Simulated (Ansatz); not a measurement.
# CsSrF3 (Pm-3m): a soft mode frozen in, part 3 of 3

Aim: this structure of CsSrF3 (Pm-3m) is to be tested for unstable modes, and one is followed downhill.

Ansatz 0.2.0; DFT PBEsol, scalar-relativistic, plane waves, PAW; PAW set soft_1.

So far. Step 5 (Energy along the mode, all amplitudes (two of the runs …): The lowest of the steps tried is at 0.45 Å, 4.77 meV/atom below the parent; the bottom of the well need not coincide with a step. Step 7 (The new phase in its own primitive cell): The largest force component left is 0.52 meV/Å and the pressure is 0.000 GPa, within the tolerances set. The cell now holds 21.00 Å³/atom. The relaxed cell has a, b, c = 6.654, 9.399, 6.715 Å (conventional setting).

### Step 8. Modes of the new phase

A relaxed structure may still be a saddle point, so its zone-centre modes are computed. The response to a homogeneous field gives the Born charges and the dielectric tensor.

input.yaml reads:

```yaml
crystal:
  lattice:
    - [-3.3270205245, 4.6993081021, 3.357666818]
    - [3.3270205245, -4.6993081021, 3.357666818]
    - [3.3270205245, 4.6993081021, -3.357666818]
  atoms:
    - { symbol: Cs, position: [0.2564128206, 0.0064128206, 0.25] }
    - { symbol: Cs, position: [0.7435871794, 0.9935871794, 0.75] }
    - { symbol: Sr, position: [0.0, 0.5, 0.5] }
    - { symbol: Sr, position: [0.5, 0.5, 0.0] }
    - { symbol: F, position: [0.7148105582, 0.0, 0.2148105582] }
    - { symbol: F, position: [0.2851894418, 0.0, 0.7851894418] }
    - { symbol: F, position: [0.7148105582, 0.5, 0.7148105582] }
    - { symbol: F, position: [0.2851894418, 0.5, 0.2851894418] }
    - { symbol: F, position: [0.1863289802, 0.4363289802, 0.75] }
    - { symbol: F, position: [0.8136710198, 0.5636710198, 0.25] }
kpoints:
  mp_grid: { grid: [6, 6, 6] }
hamiltonian:
  xc: pbesol
  pseudopotentials: { kind: paw, azcp: { folder: soft_1 }, xc_functional: pbe }
scf:
  occupations: { method: fixed }
output:
  eigenvalues: true
phonons:
  method: dfpt
  dielectric: true
  rigid_motions: translations
```

Launch:

```
ansatz run input.yaml --threads 4 --pin off --max-ram 10240MiB --backend cpu --events-out ev --progress --plain --runs-dir out
```

Numbers of over 12 decimals in the logs are rounded to 6 here.

What it wrote:

```text
[...]
Crystal: 10 atoms, lattice volume = 209.984 Å³
Basis set: ecut = 420 eV, 4075 PW (Γ), exchange–correlation on 96×96×96 points (8 copies of the dense FFT grid, shifted against one another)
Bands: 50, of which v1, the nominal top of the filled ones, is band 40 counted from 1 (39 counted from 0)
Symmetry: 8 space group operations
k-points: 112 of 216 (irreducible under 1 space group operation, time reversal used)
[...]
SCF iter   1: F=—  HF=-22988.718201 eV  |F-HF|=—  |Δ(HF+E_count)|=         —  Δρ=1.67e-1  dr2=4.97e1  ethr=3.10e-3  ⟨swp⟩=8.8  Hψ=30930  notcnv=0  defer=726
[...]
SCF iter  12: F=-22976.438023 eV  HF=-22976.438023 eV  |F-HF|=7.28e-12  |Δ(HF+E_count)|=  2.69e-10  Δρ=6.21e-8  dr2=1.18e-11  ethr=1.00e-12  ⟨swp⟩=20.7  Hψ=46226  notcnv=0
SCF 1 converged in 12 iterations: F = -22976.438023 eV  dr2 = 1.18e-11
[...]
NSCF: frozen V_eff on 5 k-points
DFPT response loops at Γ: preconditioner auto → none (the input reference at scf.mixing.eps_inf says where Resta's filter doesn't serve); β = 0.50; Broyden in place of MSR1
SCF converged after 12 iterations
Free energy (F): -22976.438023 eV
[...]
Internal energy: -22976.438023 eV  (E = F + TS)
E sigma→0 (E₀):  -22976.438023 eV
Fermi energy:    2.259453 eV
[...]
--- Band table (eV; the first three rows and the last of 112) ---
  k-point 0: bands = [... 36 lower, 2.1576, 2.2053, 2.2184, 2.2213, 8.6753, 10.1269, 10.3654, 10.8585, ... 6 higher]
  k-point 1: bands = [... 36 lower, 2.1425, 2.1478, 2.1906, 2.1969, 8.9766, 10.3034, 10.5251, 10.8353, ... 6 higher]
  k-point 2: bands = [... 36 lower, 2.0763, 2.1115, 2.1509, 2.1733, 9.7211, 10.7543, 10.8641, 10.9481, ... 6 higher]
  k-point 111: bands = [... 36 lower, 2.1833, 2.2011, 2.2084, 2.2098, 10.4933, 10.4991, 10.8110, 11.1561, ... 6 higher]
--- Phonons (Γ-DFPT): 12 representative perturbations + reference, on 112 of 216 k-points (Σ response iterations 47) ---
  k mesh reduced under 1 symmetry operation, with k and −k counted as one. Each operation leaves every solved perturbation unchanged. A smaller set is not considered because the run solves the response to a homogeneous field
  ASR residual: 3.149e-5 → 0.000e0 eV/Å²; symmetrization residual: 1.455e-5 eV/Å²
  ASR residual per site (eV/Å²): 9.42e-6 9.42e-6 3.15e-5 3.15e-5 2.24e-5 2.24e-5 2.24e-5 2.24e-5 2.71e-5 2.71e-5
  Γ frequencies (cm⁻¹): 0.00 0.00 0.00 19.64 41.16 43.76 52.54 56.12 60.47 63.71 74.38 79.88 92.93 100.37 119.80 122.94 126.52 136.56 157.18 157.34 173.05 178.41 183.11 183.51 318.44 321.62 324.34 324.73 327.24 416.11
  ε∞ (high-frequency dielectric tensor):
        2.297931     0.000000    -0.000000
       -0.000000     2.296889     0.000000
       -0.000000     0.000000     2.315399
  ε⁰ (static dielectric tensor: ions relaxed, cell fixed):
       18.884691     0.000000     0.000000
        0.000000    11.408087    -0.000000
        0.000000    -0.000000     9.652563
  ε⁰ − ε∞ (ionic part):
       16.586761     0.000000     0.000000
        0.000000     9.111198    -0.000000
        0.000000    -0.000000     7.337165
  softest optical mode at Γ: 19.64 cm⁻¹; the repairs (sum rule, projections) moved no ω² at Γ by more than (2.58 cm⁻¹)²
  Born effective charges Z* (e; rows j = field, columns β = displacement):
    site 0:
         1.29098   -0.00000   -0.00000
         0.00000    1.26177   -0.00000
        -0.00000   -0.00000    1.37215
    site 1:
         1.29098   -0.00000   -0.00000
         0.00000    1.26177   -0.00000
        -0.00000   -0.00000    1.37215
    site 2:
         2.43692   -0.00000   -0.00000
        -0.00000    2.47388    0.02112
        -0.00000    0.05403    2.47677
    site 3:
         2.43692    0.00000   -0.00000
         0.00000    2.47388   -0.02112
        -0.00000   -0.05403    2.47677
    site 4:
        -1.35916   -0.00000   -0.29140
        -0.00000   -1.04554    0.00000
        -0.29238    0.00000   -1.36698
    site 5:
        -1.35916   -0.00000   -0.29140
        -0.00000   -1.04554    0.00000
        -0.29238    0.00000   -1.36698
    site 6:
        -1.35916   -0.00000    0.29140
        -0.00000   -1.04554    0.00000
         0.29238    0.00000   -1.36698
    site 7:
        -1.35916   -0.00000    0.29140
        -0.00000   -1.04554    0.00000
         0.29238    0.00000   -1.36698
    site 8:
        -1.00958    0.00000    0.00000
         0.00000   -1.64457   -0.00000
         0.00000   -0.00000   -1.11495
    site 9:
        -1.00958    0.00000    0.00000
         0.00000   -1.64457   -0.00000
         0.00000   -0.00000   -1.11495
  Z* charge neutrality: 7.751e-5 e pre-enforcement
  k-mesh period / interband length: 40.0 Å / 1.03 Å = 38.77 at k = (0.0000, 0.0000, 0.0000), direct gap 6.454 eV — 14 or more, which is no proof of convergence
  optical modes at Γ without the LO–TO term, one row a degenerate level:
      ω (cm⁻¹)  modes    IR ((D/Å)²/amu)
         19.64      1             0.0000
[...]
optical modes at Γ + LO–TO along q̂ = [1.0000, 0.0000, 0.0000]:
      ω (cm⁻¹)  modes    IR ((D/Å)²/amu)
[...]
optical modes at Γ + LO–TO along q̂ = [0.0000, 1.0000, 0.0000]:
      ω (cm⁻¹)  modes    IR ((D/Å)²/amu)
[...]
optical modes at Γ + LO–TO along q̂ = [0.0000, 0.0000, 1.0000]:
      ω (cm⁻¹)  modes    IR ((D/Å)²/amu)
[...]
157.34      1             0.0000
        170.99      1             0.4709
        173.05      1             0.0000
        178.41      1             0.0000
        183.51      1             0.7892
        210.15      1             2.4602
        318.44      1             8.1014
        321.62      1             8.2649
        324.34      1             0.0000
        327.24      1             0.0000
        392.32      1            13.3509
        416.11      1             0.0000
```

The job ended after 13 min (4 threads of Arm Neoverse V1, shared host; peak memory 4.7 GiB; 53 min of CPU time).

This step gave:

- sum-rule residual before enforcement: 3.15e-5 eV/Å²
- miss of the charge sum rule: 7.75e-5 e
- point group: mmm
- highest optical mode at the zone centre (no LO-TO term): 416.1 cm⁻¹
- lowest optical zone-centre mode: 19.64 cm⁻¹
- mean high-frequency dielectric constant: 2.303
- largest Born charge (third of the trace): 2.463 e
- mean static dielectric constant: 13.32
- top of the zone-centre spectrum with the field: 416.1 cm⁻¹

Without the LO-TO term. Patterns of degenerate modes are one choice out of their space. The modes at Γ (shares of kinetic energy by element, %):

```tsv
mode	frequency (cm⁻¹)	symmetry	Cs %	Sr %	F %
1	0.0	acoustic	48	32	21
2	0.0	acoustic	48	32	21
3	0.0	acoustic	48	32	21
4	19.6	B2g	30	0	70
5	41.2	B1g	0	0	100
6	43.8	B3u	37	10	52
7	52.5	B3g	99	0	1
8	56.1	B2g	68	0	32
9	60.5	Ag	94	0	6
10	63.7	B2u	51	20	29
11	74.4	B1u	50	24	26
12	79.9	B3u	12	5	83
13	92.9	Au	0	3	97
14	100.4	Ag	5	0	95
15	119.8	B1u	2	8	90
16	122.9	B3u	3	38	58
17	126.5	B2u	1	40	59
18	136.6	B1u	0	36	64
19	157.2	B2g	3	0	97
20	157.3	B3g	1	0	99
21	173.1	Ag	0	0	100
22	178.4	Au	0	97	3
23	183.1	B1u	0	87	13
24	183.5	B2u	0	94	6
25	318.4	B2u	0	14	86
26	321.6	B3u	0	14	86
27	324.3	B3g	0	0	100
28	324.7	B1u	0	14	86
29	327.2	B1g	0	0	100
30	416.1	B3g	0	0	100
```

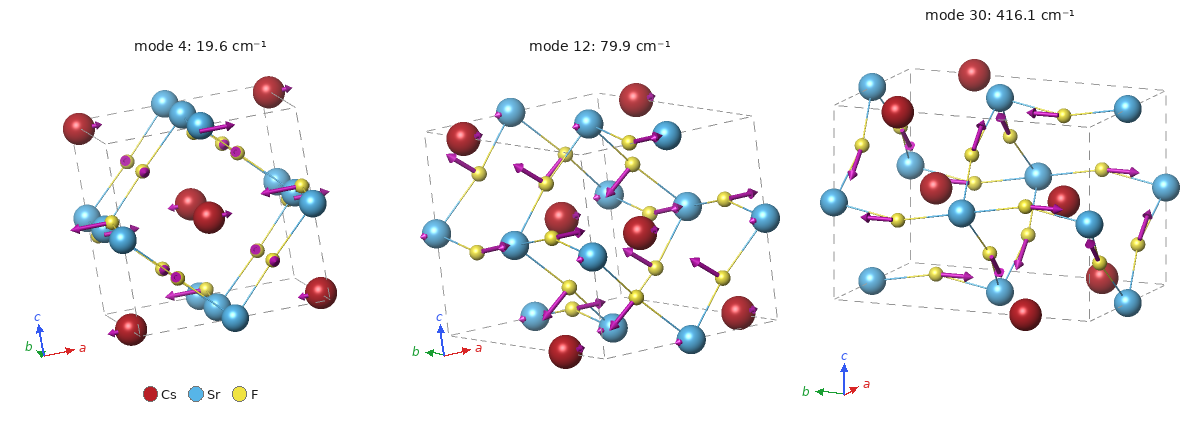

Displacement patterns of modes 4, 12 and 30 at Γ; arrows are exaggerated. Some periodic images of atoms are drawn too.

Optical modes at the zone centre, without and with the macroscopic field of the longitudinal modes; each column is sorted by frequency, so a row need not hold one and the same mode. Modes with and without the field, by row:

```tsv
rank among optical modes	no field (cm⁻¹)	q along (1, 0, 0) (cm⁻¹)	q along (0, 1, 0) (cm⁻¹)	q along (0, 0, 1) (cm⁻¹)
1	19.6	19.6	19.6	19.6
2	41.2	41.2	41.2	41.2
3	43.8	52.5	43.8	43.8
4	52.5	56.1	52.5	52.5
5	56.1	60.5	56.1	56.1
6	60.5	63.7	60.5	60.5
7	63.7	65.7	74.4	63.7
8	74.4	74.4	79.9	79.9
9	79.9	85.3	80.4	86.7
10	92.9	92.9	92.9	92.9
11	100.4	100.4	100.4	100.4
12	119.8	119.8	119.8	120.8
13	122.9	126.5	122.9	122.9
14	126.5	136.6	136.6	126.5
15	136.6	157.2	157.2	157.2
16	157.2	157.3	157.3	157.3
17	157.3	173.1	167.5	171
18	173.1	178.4	173.1	173.1
19	178.4	182.1	178.4	178.4
20	183.1	183.1	183.1	183.5
21	183.5	183.5	201.7	210.2
22	318.4	318.4	321.6	318.4
23	321.6	324.3	324.3	321.6
24	324.3	324.7	324.7	324.3
25	324.7	327.2	327.2	327.2
26	327.2	388.5	386.2	392.3
27	416.1	416.1	416.1	416.1
```

Born charge (rows field, columns displacement) (e), principal values of the symmetric part by kind of site:

```tsv
atom	atoms with these values	low	middle	high	mean
Cs1	2	1.26	1.29	1.37	1.31
Sr3	2	2.44	2.44	2.51	2.46
F5	4	-1.66	-1.07	-1.05	-1.26
F9	2	-1.64	-1.11	-1.01	-1.26
```

In full for F9:

```
-1.01  0.00  0.00
 0.00 -1.64  0.00
 0.00  0.00 -1.11
```

High-frequency dielectric tensor:

```
2.30 0.00 0.00
0.00 2.30 0.00
0.00 0.00 2.32
```

Static dielectric tensor (ions relaxed, fixed cell):

```
18.88  0.00  0.00
 0.00 11.41  0.00
 0.00  0.00  9.65
```

Transverse modes. Lines of the infrared spectrum (strongest = 100):

```tsv
position (cm⁻¹)	lines merged	relative intensity
20	1	0.0
41	1	0.0
44	1	27
52	1	0.0
56	1	0.0
60	1	0.0
64	1	24
74	1	21
80	1	5.2
93	1	0.0
100	1	0.0
120	1	4.4
123	1	56
126	1	57
137	1	62
157	2	0.0
173	1	0.0
178	1	0.0
183	1	13
184	1	10
318	1	98
322	1	100
324	1	0.0
325	1	98
327	1	0.0
416	1	0.0
```

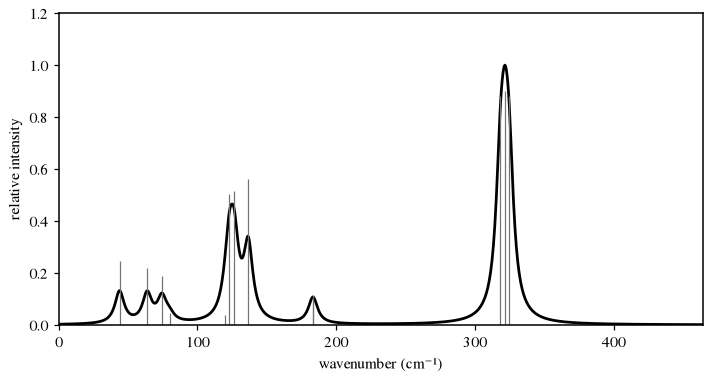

The infrared spectrum, broadened with Lorentzians of width 8 cm⁻¹; bars mark the lines.

Before it was imposed, the acoustic sum rule was missed by 3.1e-5 eV/Å² and the charge sum rule by 7.8e-5 e. Small misses are needed for a sound result but don't prove that mesh and cutoff are converged. The lowest optical mode is real, 19.6 cm⁻¹.

### Step 9. Outcome

| Property | Result |
| --- | --- |
| unstable mode of the parent | q = (-0.5, -0.5, -0.5), 66i cm⁻¹ |
| depth at the lowest point sampled | 4.77 meV/atom |
| largest atomic shift at that point | 0.45 Å |
| space group reached (within 0.01 Å) | Imma |
| energy gained over the parent (first relaxation, on the mesh of the frozen mode) | 6.12 meV/atom |
| volume per atom, phase reached | 21.0 Å³ |
| gap on the k-mesh, phase reached | 6.42 eV |
| lowest optical zone-centre mode, phase reached | 19.6 cm⁻¹ |
| highest optical mode at the zone centre (no LO-TO term), phase reached | 416 cm⁻¹ |

In words: Along this mode the structure falls into Imma, 6.12 meV/atom below the parent. At the parent's cell the well is 4.766 meV/atom deep on the steps tried, with its lowest point at a shift of 0.45 Å. Relaxing atoms and cell changes the gain by +1.35 meV/atom against the lowest step (energies at zero smearing). The new phase has no imaginary mode at the zone centre of its cell; other wavevectors were not checked. Of the 4 patterns followed to their end from this parent, this one reaches the lowest energy. Another end point lies within 1 meV/atom; how such a difference moves with mesh and cutoff was not tested. Each path keeps the symmetry of its pattern, so a lower phase may lie along a pattern not tried. Spin-orbit coupling is left out, which can matter for the heavy elements here. The PAW files were made for PBE and serve the other functionals too.

[Logs are printed without paths, hosts, clocks, repeated set-up lines and the standing remarks that a program may print on its own settings, such as how far it seeks lower states.]

[Hosts, paths, dates, database ids (printed as entryN), source tags and the programs' standing remarks are cut or masked in the printed files.]
